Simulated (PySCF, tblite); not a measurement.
# C₂H₉OSi₂ radical: geometry, infrared bands and EPR parameters

Aim: predict the infrared bands and EPR parameters of C₂H₉OSi₂ radical (`CO[CH][SiH2][SiH3]`).

Programs: tblite 0.8.0 and PySCF 2.14.0, with density-fitted response routines of our own. Each step states its level of theory. These are calculated values for one molecule in the gas phase, unless marked as measured. Atoms count from 0, in the outputs and in this text.

## (1) The starting structure

14 atoms, charge 0, multiplicity 2; geometry from: force field or distance geometry start.

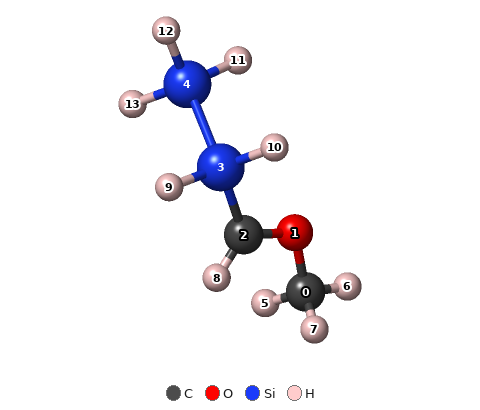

The starting geometry (carbon dark grey, oxygen red, silicon blue, hydrogen pink), atoms numbered.

## (2) Optimising the geometry with GFN2-xTB

The job: settings as JSON, then the geometry in Å.

```
{"job": {"kind": "relax", "xc": "GFN2-xTB", "basis": "xTB"}, "charge": 0, "multiplicity": 2}
C      2.420500     1.210900     0.105900
O      1.102500     0.767900     0.457200
C      0.785800    -0.424800    -0.127000
Si    -0.795800    -1.250700     0.191100
Si    -2.573700    -0.054100    -0.633200
H      2.470700     1.392800    -0.974400
H      2.601300     2.161200     0.621700
H      3.178300     0.494700     0.424000
H      1.504500    -0.858500    -0.802400
H     -0.760800    -2.601200    -0.439200
H     -0.963400    -1.486400     1.659800
H     -2.699700     1.278200     0.011100
H     -3.855000    -0.784900    -0.411200
H     -2.415800     0.154500    -2.110600
```

Run with:

```bash
> OMP_NUM_THREADS=1 python probes_run.py task.json out
```

The driver reads the jobs from task.json and runs them one after another.

The program printed:

```text
step      E/eV     max force
  0    -443.47632    1.106
  1    -443.52220    0.408
  2    -443.54026    0.249
  3    -443.54673    0.210
  4    -443.55416    0.189
  5    -443.55925    0.172
  6    -443.56470    0.188
  7    -443.56905    0.212
  8    -443.57287    0.166
  9    -443.57505    0.118
 10    -443.57624    0.075
 11    -443.57716    0.109
 12    -443.57821    0.117
 13    -443.57919    0.087
 14    -443.57994    0.073
 15    -443.58052    0.067
 16    -443.58105    0.058
 17    -443.58154    0.061
 18    -443.58189    0.054
 19    -443.58215    0.049
 20    -443.58244    0.046
 21    -443.58281    0.061
 22    -443.58316    0.061
 23    -443.58341    0.032
 24    -443.58358    0.037
 25    -443.58375    0.041
 26    -443.58397    0.048
 27    -443.58417    0.037
 28    -443.58430    0.021
 29    -443.58437    0.020
 30    -443.58444    0.029
 31    -443.58452    0.031
 32    -443.58459    0.023
 33    -443.58464    0.017
 34    -443.58467    0.012
 35    -443.58470    0.015
 36    -443.58473    0.017
 37    -443.58476    0.021
 38    -443.58479    0.017
 39    -443.58481    0.010
 40    -443.58482    0.010
 41    -443.58485    0.020
 42    -443.58488    0.026
 43    -443.58493    0.025
 44    -443.58498    0.018
 45    -443.58502    0.019
 46    -443.58506    0.020
 47    -443.58512    0.028
 48    -443.58518    0.027
 49    -443.58523    0.017
 50    -443.58528    0.017
 51    -443.58535    0.027
 52    -443.58546    0.044
 53    -443.58562    0.049
 54    -443.58576    0.033
 55    -443.58583    0.016
 56    -443.58586    0.015
 57    -443.58590    0.022
 58    -443.58597    0.029
 59    -443.58604    0.024
 60    -443.58609    0.017
 61    -443.58612    0.013
 62    -443.58615    0.016
 63    -443.58618    0.016
 64    -443.58620    0.012
 65    -443.58621    0.011
 66    -443.58623    0.012
 67    -443.58625    0.018
 68    -443.58628    0.022
 69    -443.58631    0.017
 70    -443.58633    0.010
 71    -443.58635    0.012
 72    -443.58637    0.017
 73    -443.58640    0.023
 74    -443.58645    0.024
 75    -443.58650    0.018
 76    -443.58655    0.017
 77    -443.58659    0.017
 78    -443.58665    0.026
 79    -443.58673    0.028
 80    -443.58680    0.020
 81    -443.58686    0.017
 82    -443.58689    0.014
 83    -443.58693    0.018
 84    -443.58698    0.018
 85    -443.58703    0.015
 86    -443.58706    0.008
```

Run time: 0.48 s. Hardware: 1 thread of Arm Neoverse V1, shared host.

Relaxation path: (not every step is listed)

```tsv
step	energy from step 0 (eV)	largest force (eV/Å)
0	0.0000	1.1062
1	-0.0459	0.4075
2	-0.0639	0.2490
3	-0.0704	0.2097
4	-0.0778	0.1885
5	-0.0829	0.1719
6	-0.0884	0.1877
7	-0.0927	0.2125
8	-0.0966	0.1658
15	-0.1042	0.0670
22	-0.1068	0.0606
29	-0.1080	0.0199
36	-0.1084	0.0175
43	-0.1086	0.0252
50	-0.1090	0.0174
57	-0.1096	0.0225
64	-0.1099	0.0123
71	-0.1100	0.0119
78	-0.1103	0.0261
81	-0.1105	0.0165
82	-0.1106	0.0142
83	-0.1106	0.0177
84	-0.1107	0.0178
85	-0.1107	0.0152
86	-0.1107	0.0084
```

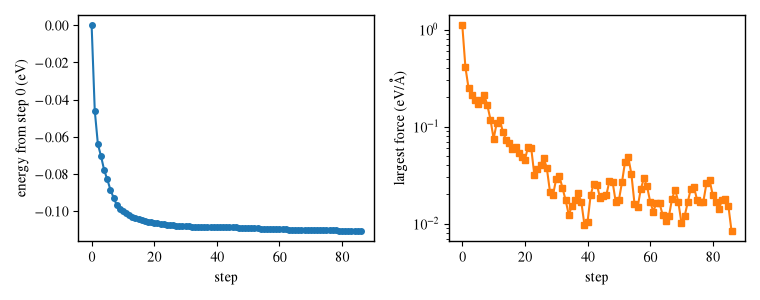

Energy and force, step by step.

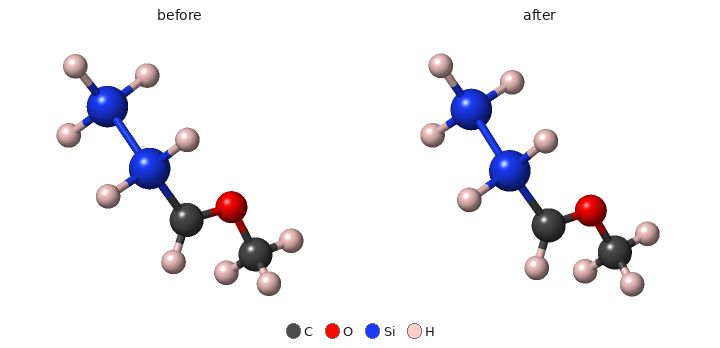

Before and after, at one scale.

Distances of close pairs at the start and the end, largest changes first:

```tsv
bond	before (Å)	after (Å)	change (Å)
Si4–H13	1.500	1.468	-0.032
C0–O1	1.434	1.404	-0.030
C2–Si3	1.812	1.842	+0.030
Si3–Si4	2.296	2.321	+0.025
Si4–H12	1.492	1.467	-0.025
Si3–H10	1.497	1.474	-0.022
Si3–H9	1.491	1.469	-0.021
Si4–H11	1.485	1.466	-0.020
```

The end geometry stands in the next job.

## (3) Vibrational analysis with GFN2-xTB

The job: settings as JSON, then the geometry in Å.

```
{"job": {"kind": "ir", "xc": "GFN2-xTB", "basis": "xTB"}, "charge": 0, "multiplicity": 2}
C      2.324038     1.251208     0.081437
O      1.114696     0.641809     0.451418
C      0.867073    -0.590225    -0.072670
Si    -0.796910    -1.333335     0.197377
Si    -2.512528    -0.003054    -0.624419
H      2.373833     1.402228    -1.002922
H      2.359732     2.216155     0.584652
H      3.182743     0.645891     0.392256
H      1.614945    -0.977070    -0.753028
H     -0.721671    -2.654064    -0.442441
H     -1.006345    -1.565837     1.638224
H     -2.543818     1.326280    -0.008043
H     -3.838807    -0.587364    -0.397515
H     -2.417658     0.226905    -2.071468
```

The program printed:

```text
mode    cm-1     km/mol
  1     -19.0      0.07
  2      41.5      4.45
  3      42.7      0.04
  4     130.8      9.42
  5     141.3      1.46
  6     212.4      7.12
  7     362.7     60.94
  8     375.6     20.99
  9     386.3     24.07
 10     439.9     16.19
 11     453.0      1.96
 12     476.2      4.35
 13     596.6     27.69
 14     673.7    409.71
 15     769.9    573.42
 16     803.0    104.33
 17     819.3    137.75
 18     820.2     34.25
 19     833.3    192.22
 20    1017.5     32.75
 21    1115.6      1.61
 22    1132.4     15.66
 23    1235.7    104.81
 24    1309.2     69.55
 25    1404.7      0.78
 26    1463.8      6.16
 27    1473.5      4.31
 28    2137.0    260.06
 29    2191.7    194.14
 30    2210.6    449.55
 31    2220.0    344.11
 32    2236.6    328.13
 33    2916.0     36.37
 34    2936.3     49.77
 35    3022.3     22.02
 36    3027.4     39.84
```

It took 0.4 s on 1 thread of Arm Neoverse V1, shared host.

The strongest bands and the atoms that carry them (share of the mass-weighted mode):

```tsv
cm⁻¹	km/mol	atoms
674	409.7	H10 50 %, H9 35 %
770	573.4	H9 23 %, H10 21 %, H11 18 %, H13 15 %
833	192.2	C2 29 %, Si3 17 %, H8 11 %
2137	260.1	H10 94 %
2192	194.1	H9 92 %
2211	449.6	H13 91 %
2220	344.1	H12 91 %
2237	328.1	H11 90 %
```

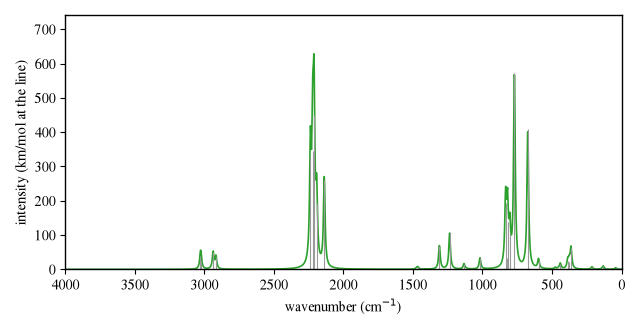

The infrared spectrum from these modes, unscaled. Lines are broadened to a width of 14 cm⁻¹ (Lorentzian).

## (4) g tensor and hyperfine couplings: B3LYP/pcH-1

Settings changed since step 3:

```diff
@@ -1,2 +1,2 @@
-{"job": {"kind": "ir", "xc": "GFN2-xTB", "basis": "xTB"}, "charge": 0, "multiplicity": 2}
+{"job": {"kind": "epr", "basis": "pcH-1"}, "charge": 0, "multiplicity": 2}
 C      2.324038     1.251208     0.081437
```

With the program's defaults for keys left out, this is: UKS B3LYP, pcH-1 on C H O Si, non-relativistic, mean-field spin-orbit, GIAO.

The program printed:

```text
UKS, coarse grid
  cycle   1  E = -735.75345625  |g| = 3.68e-01
  cycle   2  E = -735.68096337  |g| = 5.75e-01
  cycle   3  E = -735.79802455  |g| = 8.51e-02
  cycle   4  E = -735.80034624  |g| = 2.57e-02
  cycle   5  E = -735.80066436  |g| = 8.88e-03
  cycle   6  E = -735.80070881  |g| = 1.90e-03
  cycle   7  E = -735.80071121  |g| = 1.01e-03
  cycle   8  E = -735.80071157  |g| = 2.22e-04
UKS, final grid
  cycle   1  E = -735.80077352  |g| = 2.05e-04
  cycle   2  E = -735.80077351  |g| = 2.98e-04
  cycle   3  E = -735.80077354  |g| = 4.26e-05
  cycle   4  E = -735.80077354  |g| = 1.92e-05
E = -735.80077354 Eh   <S^2> = 0.7535 (exact 0.7500)
g shifts (ppm)      1          2          3
  rmc          -180       -180       -180
  gc             -0         38         34
  oz_so          -7       1478       2357
  total        -188       1336       2210
hyperfine (MHz)  atom isotope    a_iso     a_fc   dipolar eigenvalues
    0   13C      -6.16      -6.16     -1.65     -0.96      2.61
    1   17O     -25.16     -25.20    -71.72     34.45     37.27
    2   13C      79.59      79.60    -66.75    -65.44    132.19
    3  29Si      40.30      40.37     -2.08     -0.65      2.73
    4  29Si     -56.71     -56.77     -9.62      4.54      5.08
    5    1H      15.40      15.40     -3.59     -3.16      6.75
    6    1H      -1.54      -1.54     -3.34     -2.65      5.98
    7    1H      15.89      15.89     -3.60     -3.26      6.87
    8    1H     -50.92     -50.95    -31.76      0.15     31.60
    9    1H      -2.37      -2.37     -3.51     -2.64      6.15
   10    1H      58.51      58.51     -3.14     -2.00      5.15
   11    1H       0.01       0.01     -1.51     -0.83      2.34
   12    1H      12.12      12.12     -1.22     -0.54      1.76
   13    1H      -2.39      -2.39     -1.59     -0.96      2.56
```

Wall time 56 s (1 thread of Arm Neoverse V1, shared host); peak memory 0.84 GiB.

Principal g values 2.00213, 2.00365, 2.00453; g(iso) = 2.00344, against 2.00232 for a free electron.

Mean a(iso) over the nuclei that a row names, and the largest dipolar term of the row (other rows stand at the frozen geometry):

```tsv
nuclei	isotope	a(iso) (MHz)	a(iso) (G, at g = 2.0023)	largest dipolar term (MHz)
C2	13C	79.6	28.4	132.2
Si4	29Si	-56.7	-20.2	-9.6
H8	1H	-50.9	-18.2	-31.8
Si3	29Si	40.3	14.4	2.7
H9, H10	1H	28.1	10.0	6.1
O1	17O	-25.2	-9.0	-71.7
H5, H6, H7	1H	9.9	3.5	6.9
C0	13C	-6.2	-2.2	2.6
H11, H12, H13	1H	3.2	1.2	2.6
```

Mulliken spin populations:

C0 -0.02; O1 0.14; C2 0.83; Si3 -0.02; Si4 0.04; H5 0.02; H6 0.00; H7 0.02; H8 -0.04; H9 0.00; H10 0.03; H11 0.00; H12 0.01; H13 0.00

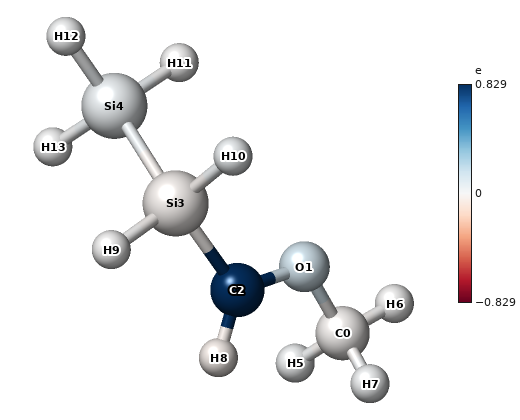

Mulliken spin populations, as colours on the atoms.

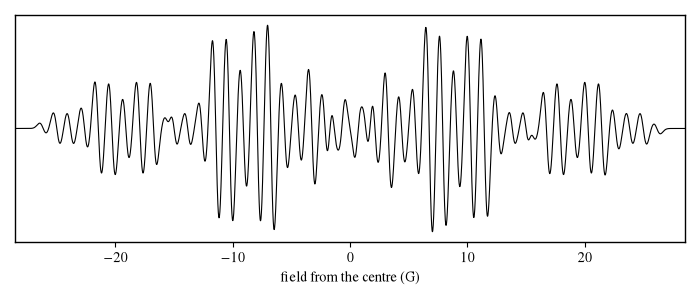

First-order isotropic spectrum (first derivative, main isotopes with spin only, couplings over 0.8 MHz, Gaussian width 0.3 G; couplings of the frozen geometry, rotation of groups not averaged beyond the rows shown).

Orbitals, density, ELF and potential are computed afterwards from the orbital file.

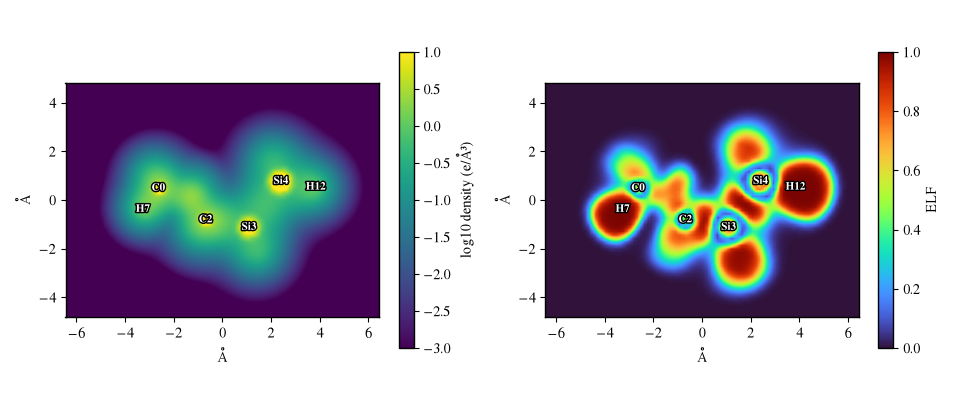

Density (left) and ELF (right) in a plane through or near 6 of the atoms.

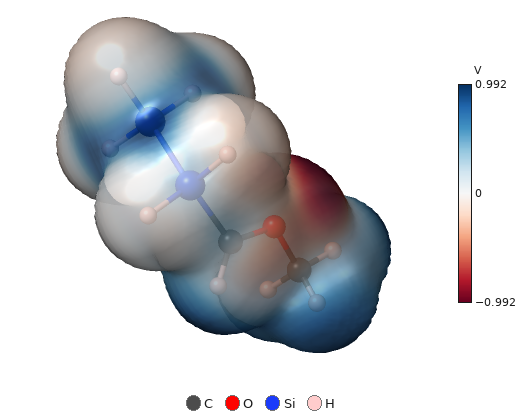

The potential that a unit positive charge feels on the 0.002 e/bohr³ surface, from -0.94 V near O1 to 0.99 V near H6.

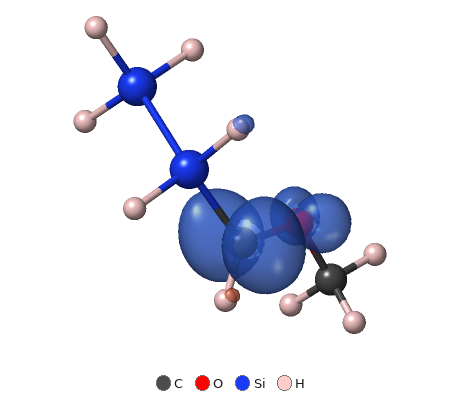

Spin density at ±0.04 e/Å³ (alpha excess blue, beta excess red).

## (5) What came out

| quantity | value |
| --- | --- |
| strongest single infrared mode (GFN2-xTB) | 770 cm⁻¹, 573 km/mol |
| zero-point energy (GFN2-xTB) | 59.2 kcal/mol |
| g(iso) (B3LYP) | 2.00344 |
| ⟨S²⟩ | 0.753 (exact 0.75) |
| largest a(iso) (averaged by class) | 13C on C2, 79.6 MHz |
| potential on the surface of density 0.002 e/bohr³, 1st and 99th percentile | -0.94 V and 0.99 V |

In words: Over 86 steps the energy fell by 0.111 eV; of the close pairs, Si4–H13 changed most, 1.500 to 1.468 Å. The lowest mode is slightly imaginary (19i cm⁻¹), a soft motion within the noise of the Hessian, so the minimum is not strictly shown. The strongest single mode, at 770 cm⁻¹, is spread over several atoms, H9, H10, H11, H13 among them. Unscaled tight-binding wavenumbers are off by several per cent, some by more. Its intensities can rank the bands wrongly. C2 carries the largest spin population, 0.83 e. The isotropic g lies 1.1 ppt above the free-electron value. These values are for one conformer; the search (at its own cheap level) found 2 more, at 0.02, 1.18 kcal/mol (those within 0.05 may be mirror or relabelled copies), and measured spectra average over such forms.
